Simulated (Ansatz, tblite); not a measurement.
# The cluster B₃P₂: competing shapes

Aim: relax the candidate shapes of the cluster B₃P₂ that a cheap search turned up, and see how the levels of theory order them.

The runs use Ansatz 0.2.0, Gaussian basis; relaxed with PBE-D4/def2-SVP, doublet.

2 further runs of the same task are left out: 2 set aside as unsound or not needed. Runs told in other sessions of the task aren't counted.

**1. The starting structure**

5 atoms, charge 0, spin multiplicity 2.

Atoms are counted from 1 here; the program's logs count them from 0.

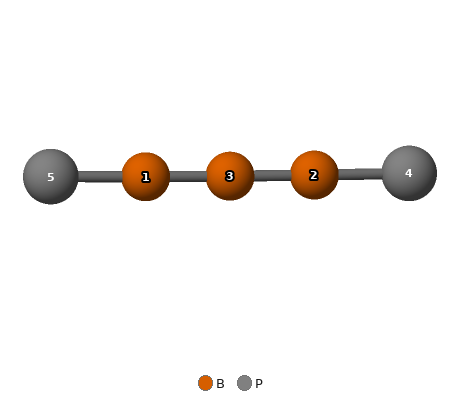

The starting geometry (boron orange, phosphorus grey); atoms are numbered from 1 in the order of the file.

As a file:

```
B     0.9082   -1.1397   -0.4442
B    -0.9108    1.1419    0.4334
B    -0.0005    0.0033   -0.0097
P    -1.9241    2.4257    0.9390
P     1.9272   -2.4311   -0.9185
```

A search from random starts with GFN2-xTB found 6 distinct shapes; 3 go on here. The structure above is candidate A, which lies 0.00 eV above the lowest at that level; B lies 0.25 eV above the lowest at that level; C lies 0.98 eV above the lowest at that level.

**2. Relaxing candidate A**

File in.yaml:

```yaml
crystal:
  periodic: [false, false, false]
  atoms:
    - {symbol: B, position_ang: [0.908160, -1.139680, -0.444170]}
    - {symbol: B, position_ang: [-0.910800, 1.141850, 0.433420]}
    - {symbol: B, position_ang: [-0.000460, 0.003310, -0.009690]}
    - {symbol: P, position_ang: [-1.924070, 2.425650, 0.938990]}
    - {symbol: P, position_ang: [1.927180, -2.431140, -0.918540]}
basis:
  gaussian: {orbitals: def2-SVP}
magnetization: {spin_polarized: true, initial_magnetization: 1}
hamiltonian: {xc: pbe, dispersion: d4}
scf: {lower_state_search: "off"}
output: {orbitals: {seedname: orbitals}}
relax: {f_tol: 0.02, max_steps: 100}
```

Launch:

```sh
> ansatz run in.yaml --threads 4 --pin off --events-out ev --progress --plain --max-ram 4787MiB
```

Standard output, shortened:

```text
Functional definition: PBE
  name "PBE"
  cite "Perdew, Burke & Ernzerhof, Phys. Rev. Lett. 77, 3865 (1996) doi:10.1103/PhysRevLett.77.3865"
  parent pbe
[...]
876 factors; their error is unknown
[...]
mean field -20582.35660143 eV, -756.3876538803 hartree, gradient 9.9e-6 eV, S^2 0.810392; 0 other end points of the search recorded, 0 dependent functions left out
[...]
reference -20582.35663078 eV, -756.3876549587 hartree; 23, 22 occupied and 55, 56 virtual orbitals, 876 factors
relax step   1: F+E_penalty+E_count = -20582.52501451 eV  Δ(F+E_penalty+E_count) = +0.000e0 eV  max|allowed force component| = 9.000e-1 eV/Å  Δτ_max = 0.0000 Å  (21 SCF iters, accepted)
[...]
relax step   3: F+E_penalty+E_count = -20582.64435004 eV  Δ(F+E_penalty+E_count) = -1.035e-2 eV  max|allowed force component| = 2.162e-2 eV/Å  Δτ_max = 0.0237 Å  (96 SCF iters, accepted)
[...]
relax step   4: F+E_penalty+E_count = -20582.64442193 eV  Δ(F+E_penalty+E_count) = -7.189e-5 eV  max|allowed force component| = 4.464e-4 eV/Å  Δτ_max = 0.0053 Å  (24 SCF iters, accepted)
Total energy: -20582.64445157 eV, -756.3982321776 hartree
Atom 0 at     0.943011    -1.187674    -0.455616 Å, force    -0.000262    -0.000329     0.000070 eV/Å
Atom 1 at    -0.943266     1.188108     0.453941 Å, force     0.000160     0.000097     0.000272 eV/Å
Atom 2 at    -0.000265     0.000372    -0.001527 Å, force     0.000168    -0.000043     0.000446 eV/Å
Atom 3 at    -1.973574     2.486440     0.953747 Å, force    -0.000201     0.000120    -0.000410 eV/Å
Atom 4 at     1.974104    -2.487256    -0.950535 Å, force     0.000135     0.000155    -0.000378 eV/Å
Dipole moment:    -0.000105     0.000006    -0.000235 e Å
Checks for a lower state left out: stability, starts, cluster_reference, orbital_swaps, neighbouring_geometries, increment
```

Run time: 8 s. Hardware: 4 threads of Arm Neoverse V1, shared host.

Along the way:

```
step  energy from step 1 (eV)  largest force component (eV/Å)
   1                   0.0000                          0.9000
   2                  -0.1090                          0.2009
   3                  -0.1193                          0.0216
   4                  -0.1194                          0.0004
```

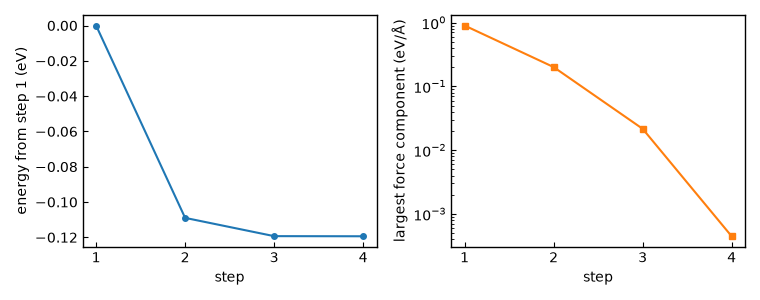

Energy and force, step by step.

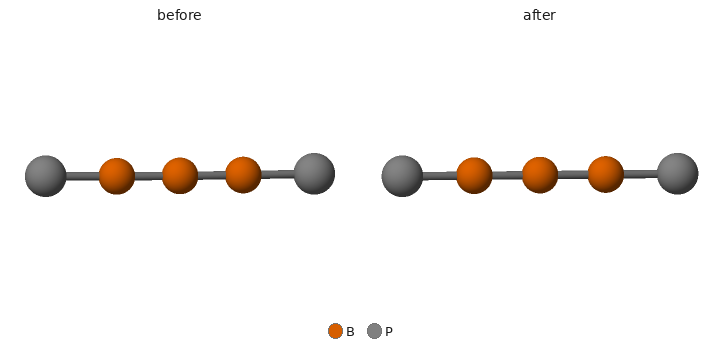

Before and after, at one scale.

Distances of close pairs at the start and the end, largest changes first:

```
 bond  before (Å)  after (Å)  change (Å)
B1–B3       1.523      1.583      +0.060
B2–B3       1.524      1.583      +0.060
B2–P4       1.712      1.731      +0.019
B1–P5       1.712      1.731      +0.019
```

**3. Relaxing candidate B**

File in.yaml:

```yaml
crystal:
  periodic: [false, false, false]
  atoms:
    - {symbol: B, position_ang: [0.634170, 0.983570, -0.011170]}
    - {symbol: B, position_ang: [0.107180, -0.682270, -0.028940]}
    - {symbol: B, position_ang: [-0.904030, 0.737880, 0.086030]}
    - {symbol: P, position_ang: [1.919040, -0.225940, -0.140590]}
    - {symbol: P, position_ang: [-1.756360, -0.813240, 0.094670]}
basis:
  gaussian: {orbitals: def2-SVP}
magnetization: {spin_polarized: true, initial_magnetization: 1}
hamiltonian: {xc: pbe, dispersion: d4}
scf: {lower_state_search: "off"}
output: {orbitals: {seedname: orbitals}}
relax: {f_tol: 0.02, max_steps: 100}
```

Same command.

Standard output, shortened:

```text
Functional definition: PBE
  name "PBE"
  cite "Perdew, Burke & Ernzerhof, Phys. Rev. Lett. 77, 3865 (1996) doi:10.1103/PhysRevLett.77.3865"
  parent pbe
[...]
876 factors; their error is unknown
[...]
mean field -20584.71016659 eV, -756.4741458047 hartree, gradient 6.4e-6 eV, S^2 0.759409; 0 other end points of the search recorded, 0 dependent functions left out
[...]
reference -20584.71019493 eV, -756.4741468459 hartree; 23, 22 occupied and 55, 56 virtual orbitals, 876 factors
relax step   1: F+E_penalty+E_count = -20584.90582072 eV  Δ(F+E_penalty+E_count) = +0.000e0 eV  max|allowed force component| = 1.375e0 eV/Å  Δτ_max = 0.0000 Å  (20 SCF iters, accepted)
[...]
relax step   3: F+E_penalty+E_count = -20584.97323817 eV  Δ(F+E_penalty+E_count) = -1.325e-2 eV  max|allowed force component| = 5.771e-2 eV/Å  Δτ_max = 0.0143 Å  (24 SCF iters, accepted)
[...]
relax step   4: F+E_penalty+E_count = -20584.97342215 eV  Δ(F+E_penalty+E_count) = -1.840e-4 eV  max|allowed force component| = 1.688e-2 eV/Å  Δτ_max = 0.0027 Å  (18 SCF iters, accepted)
Total energy: -20584.97345037 eV, -756.4838213050 hartree
Atom 0 at     0.667339     0.989388    -0.013893 Å, force    -0.000424    -0.010893    -0.000199 eV/Å
Atom 1 at     0.102308    -0.651825    -0.028351 Å, force    -0.002766     0.016877     0.000871 eV/Å
Atom 2 at    -0.937681     0.733023     0.088719 Å, force     0.003886    -0.010246    -0.000718 eV/Å
Atom 3 at     1.949370    -0.237348    -0.142390 Å, force    -0.004146     0.001573     0.000215 eV/Å
Atom 4 at    -1.781337    -0.833237     0.095915 Å, force     0.003449     0.002688    -0.000169 eV/Å
Dipole moment:    -0.009514     0.060627     0.002634 e Å
Checks for a lower state left out: stability, starts, cluster_reference, orbital_swaps, neighbouring_geometries, increment
```

Wall time 2.8 s (4 threads of Arm Neoverse V1, shared host).

Along the way:

```
step  energy from step 1 (eV)  largest force component (eV/Å)
   1                   0.0000                          1.3745
   2                  -0.0542                          0.5036
   3                  -0.0674                          0.0577
   4                  -0.0676                          0.0169
```

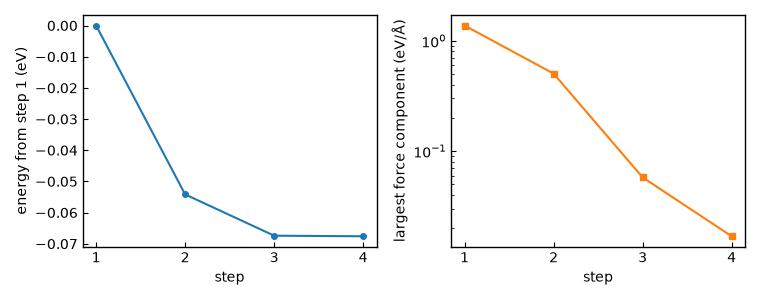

Energy and force, step by step.

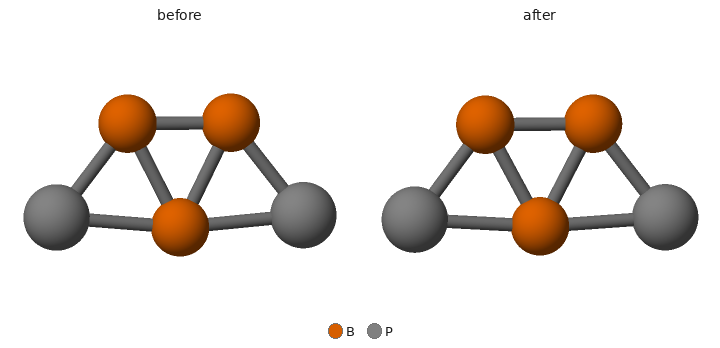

The geometry before (left) and after (right).

Distances of close pairs at the start and the end, largest changes first:

```
 bond  before (Å)  after (Å)  change (Å)
B1–B3       1.561      1.629      +0.068
B2–P4       1.872      1.896      +0.025
B2–P5       1.872      1.896      +0.024
B1–B2       1.747      1.736      -0.011
B2–B3       1.747      1.736      -0.011
B1–P4       1.769      1.779      +0.010
B3–P5       1.770      1.779      +0.009
```

**4. Relaxing candidate C**

File in.yaml:

```yaml
crystal:
  periodic: [false, false, false]
  atoms:
    - {symbol: B, position_ang: [-1.180770, -0.413620, -0.275220]}
    - {symbol: B, position_ang: [-0.120630, -0.897860, 0.723700]}
    - {symbol: B, position_ang: [-0.332300, 0.739490, -0.829210]}
    - {symbol: P, position_ang: [1.228710, -0.384130, -0.570840]}
    - {symbol: P, position_ang: [0.404980, 0.956120, 0.951570]}
basis:
  gaussian: {orbitals: def2-SVP}
magnetization: {spin_polarized: true, initial_magnetization: 1}
hamiltonian: {xc: pbe, dispersion: d4}
scf: {lower_state_search: "off"}
output: {orbitals: {seedname: orbitals}}
relax: {f_tol: 0.02, max_steps: 100}
```

The command is unchanged.

Standard output, shortened:

```text
Functional definition: PBE
  name "PBE"
  cite "Perdew, Burke & Ernzerhof, Phys. Rev. Lett. 77, 3865 (1996) doi:10.1103/PhysRevLett.77.3865"
  parent pbe
[...]
876 factors; their error is unknown
[...]
mean field -20582.52294742 eV, -756.3937669825 hartree, gradient 1.2e-6 eV, S^2 0.765544; 0 other end points of the search recorded, 0 dependent functions left out
[...]
reference -20582.52297515 eV, -756.3937680017 hartree; 23, 22 occupied and 55, 56 virtual orbitals, 876 factors
relax step   1: F+E_penalty+E_count = -20582.73170525 eV  Δ(F+E_penalty+E_count) = +0.000e0 eV  max|allowed force component| = 2.090e0 eV/Å  Δτ_max = 0.0000 Å  (22 SCF iters, accepted)
[...]
relax step   4: F+E_penalty+E_count = -20582.94204207 eV  Δ(F+E_penalty+E_count) = -1.142e-2 eV  max|allowed force component| = 5.396e-2 eV/Å  Δτ_max = 0.0377 Å  (23 SCF iters, accepted)
[...]
relax step   5: F+E_penalty+E_count = -20582.94243140 eV  Δ(F+E_penalty+E_count) = -3.893e-4 eV  max|allowed force component| = 3.955e-3 eV/Å  Δτ_max = 0.0053 Å  (24 SCF iters, accepted)
Total energy: -20582.94245897 eV, -756.4091837478 hartree
Atom 0 at    -1.241284    -0.434646    -0.289180 Å, force     0.003643     0.001273     0.000856 eV/Å
Atom 1 at    -0.078514    -0.880820     0.732172 Å, force    -0.002957     0.000691    -0.002179 eV/Å
Atom 2 at    -0.289187     0.752069    -0.817836 Å, force    -0.002459    -0.002612     0.000976 eV/Å
Atom 3 at     1.241841    -0.429379    -0.621117 Å, force     0.002944    -0.002991    -0.003609 eV/Å
Atom 4 at     0.367134     0.992776     0.995961 Å, force    -0.001172     0.003640     0.003955 eV/Å
Dipole moment:     0.029291     0.010255     0.006825 e Å
Checks for a lower state left out: stability, starts, cluster_reference, orbital_swaps, neighbouring_geometries, increment
```

Wall time 3.7 s (4 threads of Arm Neoverse V1, shared host).

Step by step:

```
step  energy from step 1 (eV)  largest force component (eV/Å)
   1                   0.0000                          2.0902
   2                  -0.1610                          1.0033
   3                  -0.1989                          0.1665
   4                  -0.2103                          0.0540
   5                  -0.2107                          0.0040
```

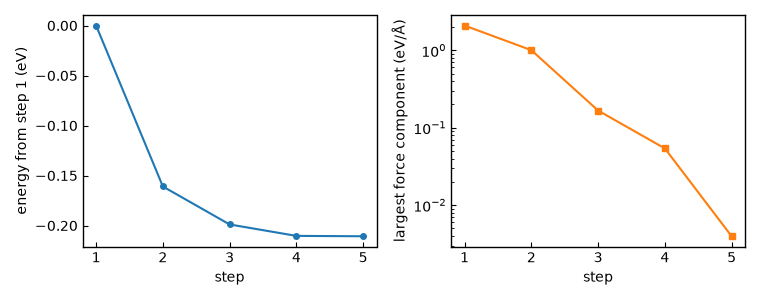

Energy and force, step by step.

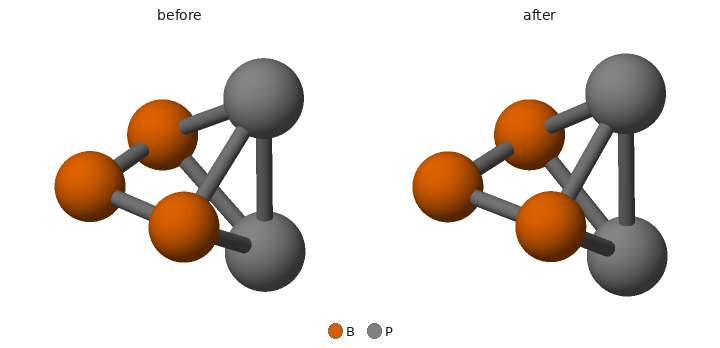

The geometry before (left) and after (right).

Close pairs (by a distance rule), those that changed most:

```
 bond  before (Å)  after (Å)  change (Å)
P4–P5       2.189      2.324      +0.135
B1–B2       1.535      1.611      +0.076
B1–B3       1.535      1.611      +0.076
B2–P4       1.939      1.944      +0.005
B3–P5       1.940      1.944      +0.004
B2–P5       1.940      1.944      +0.003
B3–P4       1.941      1.944      +0.003
```

**5. The relaxed candidates**

```
candidate  point group                  bonds (count, mean Å)  energy above the lowest (eV)
        A        Dinfh               B–B 2, 1.58; B–P 2, 1.73                         2.329
        B          C2v               B–P 4, 1.84; B–B 3, 1.70                         0.000
        C          C2v  B–P 4, 1.94; B–B 2, 1.61; P–P 1, 2.32                         2.031
```

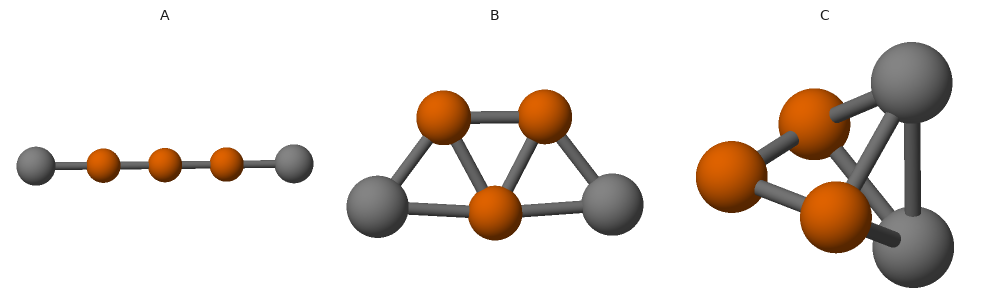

The candidates after relaxation.

**6. Candidate A, GFN1-xTB**

Tight binding, by tblite at 300 K electronic temperature and without a spin-polarisation term:

```python
tblite.interface.Calculator('GFN1-xTB', numbers, positions, charge=0, uhf=1).singlepoint()
```

Energy -252.2783 eV; 0.003 s.

**7. Candidate A, GFN2-xTB**

Tight binding, by tblite at 300 K electronic temperature and without a spin-polarisation term:

```python
tblite.interface.Calculator('GFN2-xTB', numbers, positions, charge=0, uhf=1).singlepoint()
```

Energy -232.5542 eV; 0.004 s.

**8. Candidate A, PBE0-D4/def2-TZVP**

start.molden holds the orbitals of an earlier run on this state, given as this run's starting guess.

File in.yaml:

```yaml
crystal:
  periodic: [false, false, false]
  atoms:
    - {symbol: B, position_ang: [0.943011, -1.187674, -0.455616]}
    - {symbol: B, position_ang: [-0.943266, 1.188108, 0.453941]}
    - {symbol: B, position_ang: [-0.000265, 0.000372, -0.001527]}
    - {symbol: P, position_ang: [-1.973574, 2.486440, 0.953747]}
    - {symbol: P, position_ang: [1.974104, -2.487256, -0.950535]}
basis:
  gaussian: {orbitals: def2-TZVP, initial_orbitals: start.molden}
magnetization: {spin_polarized: true, initial_magnetization: 1}
hamiltonian: {xc: pbe0, dispersion: d4}
scf: {omitted_lower_state_checks: [starts]}
output: {orbitals: {seedname: orbitals}}
```

Same command.

Standard output, shortened:

```text
Functional definition: PBE0
  name "PBE0"
  cite "Adamo & Barone, J. Chem. Phys. 110, 6158 (1999) doi:10.1063/1.478522"
  cite "Perdew, Burke & Ernzerhof, Phys. Rev. Lett. 77, 3865 (1996) doi:10.1103/PhysRevLett.77.3865"
  parent pbe
[...]
1071 factors; their error is unknown
[...]
mean field -20592.22739435 eV, -756.7503988292 hartree, gradient 7.0e-6 eV, S^2 1.112724; 0 other end points of the search recorded, 0 dependent functions left out
reference -20592.22742331 eV, -756.7503998937 hartree; 23, 22 occupied and 144, 145 virtual orbitals, 1071 factors
Total energy: -20592.36820055 eV, -756.7555733617 hartree
Checks for a lower state left out: starts
```

Run time: 16 s. Hardware: 4 threads of Arm Neoverse V1, shared host; peak memory 0.63 GiB.

Report: HOMO -6.87 eV, LUMO -5.07 eV (over both spins); ⟨S²⟩ 1.113 (pure: 0.75). Doubts: spin contamination.

**9. Candidate A, PBE-D4/def2-TZVP**

in.yaml: that of step 8 with these lines changed.

```diff
@@ -11,4 +11,4 @@
 magnetization: {spin_polarized: true, initial_magnetization: 1}
-hamiltonian: {xc: pbe0, dispersion: d4}
+hamiltonian: {xc: pbe, dispersion: d4}
 scf: {omitted_lower_state_checks: [starts]}
-output: {orbitals: {seedname: orbitals}}
+output: {forces: true, orbitals: {seedname: orbitals}}
```

Same command.

Standard output, shortened:

```text
Functional definition: PBE
  name "PBE"
  cite "Perdew, Burke & Ernzerhof, Phys. Rev. Lett. 77, 3865 (1996) doi:10.1103/PhysRevLett.77.3865"
  parent pbe
[...]
1047 factors; their error is unknown
[...]
mean field -20590.88310845 eV, -756.7009972336 hartree, gradient 1.6e-7 eV, S^2 0.826024; 0 other end points of the search recorded, 0 dependent functions left out
[...]
reference -20590.88314634 eV, -756.7009986261 hartree; 23, 22 occupied and 144, 145 virtual orbitals, 1047 factors
Total energy: -20591.04720263 eV, -756.7070275835 hartree
Atom 0 at     0.943011    -1.187674    -0.455616 Å, force    -0.086483     0.108248     0.041754 eV/Å
Atom 1 at    -0.943266     1.188108     0.453941 Å, force     0.086467    -0.108541    -0.041134 eV/Å
Atom 2 at    -0.000265     0.000372    -0.001527 Å, force     0.000277    -0.000080     0.000773 eV/Å
Atom 3 at    -1.973574     2.486440     0.953747 Å, force     0.159538    -0.201230    -0.077839 eV/Å
Atom 4 at     1.974104    -2.487256    -0.950535 Å, force    -0.159800     0.201603     0.076446 eV/Å
Dipole moment:     0.000011     0.000113    -0.000275 e Å
Checks for a lower state left out: starts
```

Run time: 45 s. Hardware: 4 threads of Arm Neoverse V1, shared host.

Report: HOMO -6.13 eV, LUMO -5.94 eV (over both spins); ⟨S²⟩ 0.826 (pure: 0.75).

**10. Candidate A, r2SCAN-D4/def2-TZVP**

in.yaml: that of step 9 with these lines changed.

```diff
@@ -11,4 +11,4 @@
 magnetization: {spin_polarized: true, initial_magnetization: 1}
-hamiltonian: {xc: pbe, dispersion: d4}
+hamiltonian: {xc: r2scan, dispersion: d4}
 scf: {omitted_lower_state_checks: [starts]}
-output: {forces: true, orbitals: {seedname: orbitals}}
+output: {orbitals: {seedname: orbitals}}
```

Same command.

Standard output, shortened:

```text
Functional definition: r2SCAN
  name "r2SCAN"
  cite "Furness, Kaplan, Ning, Perdew & Sun, J. Phys. Chem. Lett. 11, 8208 (2020) doi:10.1021/acs.jpclett.0c02405"
  cite "Furness, Kaplan, Ning, Perdew & Sun, J. Phys. Chem. Lett. 11, 9248 (2020) doi:10.1021/acs.jpclett.0c03077"
  parent r2scan
[...]
1047 factors; their error is unknown
[...]
mean field -20599.66676788 eV, -757.0237907640 hartree, gradient 6.5e-6 eV, S^2 0.997859; 0 other end points of the search recorded, 0 dependent functions left out
reference -20599.66678256 eV, -757.0237913035 hartree; 23, 22 occupied and 144, 145 virtual orbitals, 1047 factors
Total energy: -20599.70569438 eV, -757.0252212863 hartree
Checks for a lower state left out: starts
```

It took 54 s on 4 threads of Arm Neoverse V1, shared host.

Report: HOMO -6.32 eV, LUMO -5.70 eV (over both spins); ⟨S²⟩ 0.998 (pure: 0.75). Doubts: spin contamination.

**11. Candidate A, BLYP-D4/def2-TZVP**

in.yaml: that of step 10 with these lines changed.

```diff
@@ -11,3 +11,3 @@
 magnetization: {spin_polarized: true, initial_magnetization: 1}
-hamiltonian: {xc: r2scan, dispersion: d4}
+hamiltonian: {xc: {name: BLYP}, dispersion: d4}
 scf: {omitted_lower_state_checks: [starts]}
```

Same command.

Standard output:

```text
Functional definition: BLYP
  name "BLYP"
  cite "Becke, Phys. Rev. A 38, 3098 (1988) doi:10.1103/PhysRevA.38.3098"
  cite "Lee, Yang & Parr, Phys. Rev. B 37, 785 (1988) doi:10.1103/PhysRevB.37.785"
  parameter beta = 0.0042
  parameter a = 0.04918
  parameter b = 0.132
  parameter c = 0.2533
  parameter d = 0.349
  exchange = b88_x(beta = beta)
  correlation = lyp_c(a = a, b = b, c = c, d = d)
these checks for a lower state are left out or cut short: starts
1047 factors; their error is unknown
mean field evaluation 1: about -20601.9894 eV, gradient 9.7e0 eV
mean field evaluation 2: about -20602.2679 eV, gradient 5.4e-1 eV
mean field evaluation 4: about -20602.2913 eV, gradient 2.3e-1 eV
mean field evaluation 8: about -20602.2920 eV, gradient 2.6e-5 eV
mean field -20602.29202844 eV, -757.1202673100 hartree, gradient 7.2e-6 eV, S^2 0.796257; 0 other end points of the search recorded, 0 dependent functions left out
reference -20602.29235483 eV, -757.1202793046 hartree; 23, 22 occupied and 144, 145 virtual orbitals, 1047 factors
Total energy: -20602.64622810 eV, -757.1332839074 hartree
Checks for a lower state left out: starts
```

Wall time 11 s (4 threads of Arm Neoverse V1, shared host).

HOMO -5.93 eV, LUMO -5.79 eV (over both spins); ⟨S²⟩ 0.796 (pure: 0.75).

**12. Candidate A, PBE-QIDH/def2-TZVP**

in.yaml: that of step 11 with these lines changed.

```diff
@@ -11,4 +11,3 @@
 magnetization: {spin_polarized: true, initial_magnetization: 1}
-hamiltonian: {xc: {name: BLYP}, dispersion: d4}
+hamiltonian: {xc: {name: PBE-QIDH}}
 scf: {omitted_lower_state_checks: [starts]}
-output: {orbitals: {seedname: orbitals}}
```

Same command.

Standard output, shortened:

```text
Functional definition: PBE-QIDH
  name "PBE-QIDH"
  cite "Brémond, Sancho-García, Pérez-Jiménez & Adamo, J. Chem. Phys. 141, 031101 (2014) doi:10.1063/1.4890314"
  cite "Perdew, Burke & Ernzerhof, Phys. Rev. Lett. 77, 3865 (1996) doi:10.1103/PhysRevLett.77.3865"
[...]
1014 factors; integrals over basis functions are off by at most 5.1e-4 eV
[...]
mean field -20581.39934686 eV, -756.3524754235 hartree, gradient 8.2e-9 eV, S^2 1.830386; 0 other end points of the search recorded, 0 dependent functions left out
13 core orbitals not correlated: weight in the atoms' cores, before any rotation towards them, 1.000 or more for the frozen orbitals, at most 0.000 for the correlated occupied ones
reference -20581.39935908 eV, -756.3524758726 hartree; 10, 9 occupied and 144, 145 virtual orbitals, 1014 factors
second order -14.73481298 eV of doubles, -0.00000000 eV of singles
Total energy: -20586.31096341 eV, -756.5329740024 hartree
Checks for a lower state left out: starts
```

Wall time 1.7 min (4 threads of Arm Neoverse V1, shared host).

Report: ⟨S²⟩ 1.830 (pure: 0.75). Doubts: spin contamination.

**13. Candidate A, CCSD(T)/def2-TZVPP**

in.yaml: that of step 12 with these lines changed.

```diff
@@ -9,5 +9,6 @@
 basis:
-  gaussian: {orbitals: def2-TZVP, initial_orbitals: start.molden}
+  gaussian: {orbitals: def2-TZVPP, initial_orbitals: start.molden}
 magnetization: {spin_polarized: true, initial_magnetization: 1}
-hamiltonian: {xc: {name: PBE-QIDH}}
-scf: {omitted_lower_state_checks: [starts]}
+correlation: {method: ccsd_t}
+scf: {omitted_lower_state_checks: [starts, cluster_reference]}
+output: {orbitals: {seedname: orbitals}}
```

Same command.

Standard output, shortened:

```text
Functional definition: HF
  name "HF"
  cite "Fock, Z. Phys. 61, 126 (1930) doi:10.1007/BF01340294"
  parent pbe
[...]
1086 factors; integrals over basis functions are off by at most 5.1e-4 eV
[...]
mean field -20556.19373218 eV, -755.4261861690 hartree, gradient 2.1e-10 eV, S^2 2.381646; 0 other end points of the search recorded, 0 dependent functions left out
13 core orbitals not correlated: weight in the atoms' cores, before any rotation towards them, 1.000 or more for the frozen orbitals, at most 0.000 for the correlated occupied ones
reference -20556.19373218 eV, -755.4261861690 hartree; 10, 9 occupied and 154, 155 virtual orbitals, 1086 factors
second order -11.92838986 eV of doubles, -0.00000000 eV of singles
cycle   1  -12.97459691 eV  change    -1.0e0 eV  update   1.5e-1
[...]
cycle  17  -14.18417455 eV  change   -4.9e-6 eV  update   7.5e-6
perturbative correction -1.07318582 eV, -0.0394388513 hartree
Total energy: -20571.45109254 eV, -755.9868838206 hartree
Checks for a lower state left out: starts, cluster_reference
```

Wall time 2.3 min (4 threads of Arm Neoverse V1, shared host); peak memory 3.6 GiB.

Hartree-Fock HOMO -8.34 eV, LUMO -1.14 eV (over both spins); ⟨S²⟩ 2.382 (pure: 0.75); T1 0.083. Doubts: large T1 diagnostic, spin contamination.

**14. Candidate C, GFN1-xTB**

Tight binding, by tblite at 300 K electronic temperature and without a spin-polarisation term:

```python
tblite.interface.Calculator('GFN1-xTB', numbers, positions, charge=0, uhf=1).singlepoint()
```

Energy -252.9689 eV; 0.004 s.

(Part 1 of 2 ends here.)
